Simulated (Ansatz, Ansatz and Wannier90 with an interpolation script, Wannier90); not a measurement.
# From a coarse GW mesh to bands everywhere: SrTiO3 (Tausonite), part 2 of 3

Wanted: quasiparticle gap and band widths of SrTiO3 (Tausonite) over the whole zone.

Ansatz 0.2.0; LDA, Wannier functions and G0W0, plane waves, PAW. Known limits of the many-body steps: not at the basis limit; no spin-orbit coupling; coarse k mesh.

So far. Step 2 (LDA bands): The gap is indirect, with the least direct gap 0.35 eV higher.

### 4. Wannier functions by Wannier90 (O:2p Ti:3d) on 8×8×8

Localised functions give a small Hamiltonian that interpolates between mesh points at no cost.

This step: maximally localised Wannier functions from the overlaps of LDA states (plane waves, PAW).

Input file w.win:

```
num_iter = 1200
conv_tol = 1.0e-8
conv_window = 5
dis_num_iter = 4000
dis_conv_tol = 1.0e-8
dis_mix_ratio = 0.7
write_hr = true
use_ws_distance = false
num_print_cycles = 50
! ansatz wannier90 interface
! projections by site (counted from 0) and shell: 2 2P, 3 2P, 4 2P, 1 3D
! states of the run's bands (counted from 1): 1-31
num_bands = 31
num_wann  = 14
dis_win_min = 4.73
dis_win_max = 18.57
dis_froz_min = 4.73
dis_froz_max = 13.87
guiding_centres = true

begin unit_cell_cart
Ang
                  3.90528                      0.0                      0.0
                      0.0                  3.90528                      0.0
                      0.0                      0.0                  3.90528
end unit_cell_cart

begin atoms_frac
Sr                       0.5                      0.5                      0.5
Ti                       0.0                      0.0                      0.0
O                        0.5                      0.0                      0.0
O                        0.0                      0.5                      0.0
O                        0.0                      0.0                      0.5
end atoms_frac

mp_grid = 8 8 8

[... the mesh's points ...]
```

Command:

```bash
> OMP_NUM_THREADS=1 mpirun -n 8 wannier90.x w > wannier90.x.log
```

What it wrote:

```text
TEM
                                    ------

                              Lattice Vectors (Ang)
                    a_1     3.905280   0.000000   0.000000
                    a_2     0.000000   3.905280   0.000000
                    a_3     0.000000   0.000000   3.905280

                   Unit Cell Volume:      59.56025  (Ang^3)

                        Reciprocal-Space Vectors (Ang^-1)
                    b_1     1.608895   0.000000   0.000000
                    b_2     0.000000   1.608895   0.000000
                    b_3     0.000000   0.000000   1.608895

 *----------------------------------------------------------------------------*
 |   Site       Fractional Coordinate          Cartesian Coordinate (Ang)     |
 +----------------------------------------------------------------------------+
 | sr   1   0.50000   0.50000   0.50000   |    1.95264   1.95264   1.95264    |
 | ti   1   0.00000   0.00000   0.00000   |    0.00000   0.00000   0.00000    |
 | o    1   0.50000   0.00000   0.00000   |    1.95264   0.00000   0.00000    |
 | o    2   0.00000   0.50000   0.00000   |    0.00000   1.95264   0.00000    |
 | o    3   0.00000   0.00000   0.50000   |    0.00000   0.00000   1.95264    |
 *----------------------------------------------------------------------------*
                                ------------
                                K-POINT GRID
                                ------------

             Grid size =  8 x  8 x  8      Total points =  512

 *---------------------------------- MAIN ------------------------------------*
 |  Number of Wannier Functions               :                14             |
 |  Number of Objective Wannier Functions     :                14             |
 |  Number of input Bloch states              :                31             |
 |  Output verbosity (1=low, 5=high)          :                 1             |
 |  Timing Level (1=low, 5=high)              :                 1             |
 |  Optimisation (0=memory, 3=speed)          :                 3             |
 |  Length Unit                               :               Ang             |
 |  Post-processing setup (write *.nnkp)      :                 F             |
 |  Using Gamma-only branch of algorithms     :                 F             |
 *----------------------------------------------------------------------------*
 *------------------------------- WANNIERISE ---------------------------------*
 |  Total number of iterations                :              1200             |
 |  Number of CG steps before reset           :                 5             |
 |  Trial step length for line search         :             2.000             |
 |  Convergence tolerence                     :         0.100E-07             |
 |  Convergence window                        :                 5             |
 |  Iterations between writing output         :                50             |
 |  Iterations between backing up to disk     :               100             |
 |  Write r^2_nm to file                      :                 F             |
 |  Write xyz WF centres to file              :                 F             |
 |  Write on-site energies <0n|H|0n> to file  :                 F             |
 |  Use guiding centre to control phases      :                 T             |
 |  Use phases for initial projections        :                 F             |
 |  Iterations before starting guiding centres:                 0             |
 |  Iterations between using guiding centres  :                 1             |
 *----------------------------------------------------------------------------*
 *------------------------------- DISENTANGLE --------------------------------*
 |  Using band disentanglement                :                 T             |
 |  Total number of iterations                :              4000             |
 |  Mixing ratio                              :             0.700             |
 |  Convergence tolerence                     :         1.000E-08             |
 |  Convergence window                        :                 3             |
 *----------------------------------------------------------------------------*
 *-------------------------------- PLOTTING ----------------------------------*
 |  Plotting Hamiltonian in WF basis          :                 T             |
 *----------------------------------------------------------------------------*

 *---------------------------------- K-MESH ----------------------------------*
 +----------------------------------------------------------------------------+
 |                    Distance to Nearest-Neighbour Shells                    |
 |                    ------------------------------------                    |
 |          Shell             Distance (Ang^-1)          Multiplicity         |
 |          -----             -----------------          ------------         |
 |             1                   0.201112                      6            |
 |             2                   0.284415                     12            |
 |             3                   0.348336                      8            |
 |             4                   0.402224                      6            |
 |             5                   0.449700                     24            |
[...]
*------------------------------- DISENTANGLE --------------------------------*
 +----------------------------------------------------------------------------+
 |                              Energy  Windows                               |
 |                              ---------------                               |
 |                   Outer:    4.73000  to   18.57000  (eV)                   |
 |                   Inner:    4.73000  to   13.87000  (eV)                   |
 +----------------------------------------------------------------------------+
   Number of target bands to extract:   14

                   Unitarised projection of Wannier functions
                   ------------------------------------------
   A_mn = <psi_m|g_n> --> S = A.A^+ --> U = S^-1/2.A
   In dis_project... done
   Using an inner window (linner = T)
   In dis_proj_froz... done

                   Extraction of optimally-connected subspace
                   ------------------------------------------
 +---------------------------------------------------------------------+<-- DIS
 |  Iter     Omega_I(i-1)      Omega_I(i)      Delta (frac.)    Time   |<-- DIS
 +---------------------------------------------------------------------+<-- DIS
       1      12.66431318      12.58769007       6.087E-03      0.00    <-- DIS
       2      12.59277621      12.57633760       1.307E-03      0.01    <-- DIS
       3      12.57973060      12.56815221       9.212E-04      0.02    <-- DIS
      50      12.51910873      12.51907195       2.938E-06      0.37    <-- DIS
     100      12.51893513      12.51893437       6.027E-08      0.74    <-- DIS

             <<<      Delta < 1.000E-08  over  3 iterations     >>>
             <<< Disentanglement convergence criteria satisfied >>>

        Final Omega_I    12.51893409 (Ang^2)

 +----------------------------------------------------------------------------+

 Writing checkpoint file w.chk... done

 *------------------------------- WANNIERISE ---------------------------------*
 +--------------------------------------------------------------------+<-- CONV
 | Iter  Delta Spread     RMS Gradient      Spread (Ang^2)      Time  |<-- CONV
 +--------------------------------------------------------------------+<-- CONV

 ------------------------------------------------------------------------------
 Initial State
  WF centre and spread    1  (  1.952640,  0.000000,  0.000000 )     1.06087779
  WF centre and spread    2  (  1.952640,  0.000000,  0.000000 )     0.77939588
  WF centre and spread    3  (  1.952640, -0.000000,  0.000000 )     1.06087779
  WF centre and spread    4  ( -0.000000,  1.952640,  0.000000 )     1.06087779
  WF centre and spread    5  ( -0.000000,  1.952640,  0.000000 )     1.06087779
  WF centre and spread    6  (  0.000000,  1.952640,  0.000000 )     0.77939588
  WF centre and spread    7  ( -0.000000,  0.000000,  1.952640 )     0.77939588
  WF centre and spread    8  ( -0.000000,  0.000000,  1.952640 )     1.06087779
  WF centre and spread    9  ( -0.000000, -0.000000,  1.952640 )     1.06087779
  WF centre and spread   10  (  0.000000,  0.000000,  0.000000 )     0.70662182
[...]
Sum of centres and spreads (  5.857920,  5.857920,  5.857920 )    12.93788184

      0     0.129E+02     0.0000000000       12.9378818353       1.05  <-- CONV
        O_D=      0.0000000 O_OD=      0.4189477 O_TOT=     12.9378818 <-- SPRD
 ------------------------------------------------------------------------------
 Cycle:      1
[...]
Sum of centres and spreads (  5.857920,  5.857920,  5.857920 )    12.88392723

      1    -0.540E-01     0.1109985565       12.8839272349       1.06  <-- CONV
        O_D=      0.0000000 O_OD=      0.3649931 O_TOT=     12.8839272 <-- SPRD
 Delta: O_D=  0.5611419E-20 O_OD= -0.5395460E-01 O_TOT= -0.5395460E-01 <-- DLTA
 ------------------------------------------------------------------------------
 Cycle:     50
[...]
Sum of centres and spreads (  5.857920,  5.857920,  5.857920 )    12.74346547

     50    -0.362E-08     0.0000455455       12.7434654745       1.76  <-- CONV
        O_D=      0.0000000 O_OD=      0.2245314 O_TOT=     12.7434655 <-- SPRD
 Delta: O_D= -0.4755873E-20 O_OD= -0.3618575E-08 O_TOT= -0.3618576E-08 <-- DLTA
 ------------------------------------------------------------------------------

             <<<     Delta < 1.000E-08  over  5 iterations     >>>
             <<< Wannierisation convergence criteria satisfied >>>

 Final State
[...]
WF centre and spread   10  (  0.000000,  0.000000,  0.000000 )     0.71165262
  WF centre and spread   11  ( -0.000000,  0.000000,  0.000000 )     0.94380313
  WF centre and spread   12  (  0.000000,  0.000000,  0.000000 )     0.94380313
  WF centre and spread   13  (  0.000000,  0.000000, -0.000000 )     0.71165398
  WF centre and spread   14  (  0.000000, -0.000000,  0.000000 )     0.94380318
  Sum of centres and spreads (  5.857920,  5.857920,  5.857920 )    12.74346547

         Spreads (Ang^2)       Omega I      =    12.518934094
        ================       Omega D      =     0.000000000
                               Omega OD     =     0.224531377
    Final Spread (Ang^2)       Omega Total  =    12.743465471
 ------------------------------------------------------------------------------

 Writing checkpoint file w.chk... done

 *---------------------------------------------------------------------------*
 |                               PLOTTING                                    |
 *---------------------------------------------------------------------------*

 *===========================================================================*
 |                             TIMING INFORMATION                            |
 *===========================================================================*
 |    Tag                                                Ncalls      Time (s)|
 |---------------------------------------------------------------------------|
 |kmesh: get                                        :         1         0.142|
 |overlap: read                                     :         1         2.351|
 |dis: main                                         :         1         1.092|
 |wann: main                                        :         1         0.735|
 |plot: main                                        :         1         0.281|
 *---------------------------------------------------------------------------*
 All done: wannier90 exiting
```

Elapsed: 6 s, on 8 MPI ranks of Arm Neoverse V1, shared host; 45 s of CPU time.

This step gave:

```yaml
gauge_invariant_spread: 12.52 Å²
diagonal_spread: 0 Å²
off_diagonal_spread: 0.2245 Å²
total_spread: 12.74 Å²
disentanglement_steps: 131
r_m_s_interpolation_error: 1.73e-4 eV
r_m_s_error_near_the_gap: 1.75e-4 eV
```

Near the gap the model misses directly solved bands by 0.2 meV r.m.s. and by 1 meV at most in the window tested. This tests the starting bands, not the corrections carried with them.

Wannier functions, by row:

```
function  x (Å)  y (Å)  z (Å)  spread (Å²)  nearest atom  distance (Å)
       1  1.953      0      0        1.035            O3             0
       2  1.953      0      0        0.759            O3             0
       3  1.953      0      0        1.035            O3             0
       4      0  1.953      0        1.035            O4             0
       5      0  1.953      0        1.035            O4             0
       6      0  1.953      0        0.759            O4             0
       7      0      0  1.953        0.759            O5             0
       8      0      0  1.953        1.035            O5             0
       9      0      0  1.953        1.035            O5             0
      10      0      0      0        0.712           Ti2             0
      11      0      0      0        0.944           Ti2             0
      12      0      0      0        0.944           Ti2             0
      13      0      0      0        0.712           Ti2             0
      14      0      0      0        0.944           Ti2             0
```

Frozen up to 4.26 eV; above it the model need not follow the bands. Electronic bands along the path, in eV, zero at the valence-band top:

```
    point  band 17  band 18  band 19  band 20  band 21  band 22  band 23  band 24
        Γ    -1.19    -0.35    -0.35    -0.35     1.76     1.76     1.76     4.37
        X    -2.40    -2.03    -0.73    -0.73     1.94     3.75     3.75     4.37
        M    -1.73    -1.58    -1.58    -0.09     3.75     3.75     4.20     5.37
        Γ    -1.19    -0.35    -0.35    -0.35     1.76     1.76     1.76     4.37
        R    -3.77     0.00     0.00     0.00     4.43     4.43     4.43     8.40
        X    -2.40    -2.03    -0.73    -0.73     1.94     3.75     3.75     4.37
jump to R    -3.77     0.00     0.00     0.00     4.43     4.43     4.43     8.40
        M    -1.73    -1.58    -1.58    -0.09     3.75     3.75     4.20     5.37
```

The same for Kohn-Sham, solved directly:

```
point  band 17  band 18  band 19  band 20  band 21  band 22  band 23  band 24
    Γ    -1.19    -0.35    -0.35    -0.35     1.76     1.76     1.76     4.35
    X    -2.40    -2.03    -0.73    -0.73     1.94     3.75     3.75     4.37
    M    -1.73    -1.58    -1.58    -0.09     3.75     3.75     4.20     5.33
    Γ    -1.19    -0.35    -0.35    -0.35     1.76     1.76     1.76     4.35
    R    -3.77     0.00     0.00     0.00     4.43     4.43     4.43     6.88
    X    -2.40    -2.03    -0.73    -0.73     1.94     3.75     3.75     4.37
    R    -3.77     0.00     0.00     0.00     4.43     4.43     4.43     6.88
    M    -1.73    -1.58    -1.58    -0.09     3.75     3.75     4.20     5.33
```

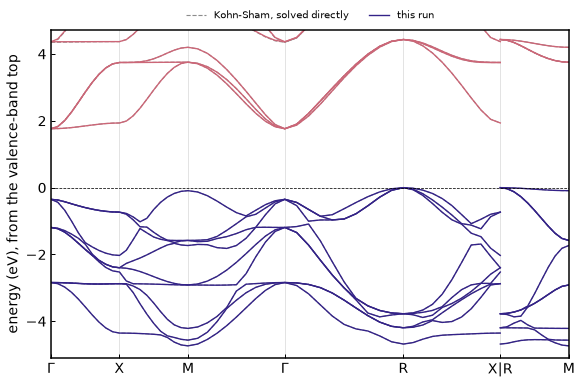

Electronic bands along the path; lines of filled and empty bands in two colours; dashed: Kohn-Sham, solved directly.

[end of part 2 of 3]

[Paths, hosts, dates, memory and timing lines, banners, echoed tables and standing remarks are left out of the program output.]

[Logs are printed without paths, hosts, clocks, repeated set-up lines and the standing remarks that a program may print on its own settings, such as how far it seeks lower states.]

[Runs of the session that timed out or met a known fault of the program may be left out.]

[Hosts, paths, dates, database ids (printed as entryN), source tags and the programs' standing remarks are cut or masked in the printed files.]
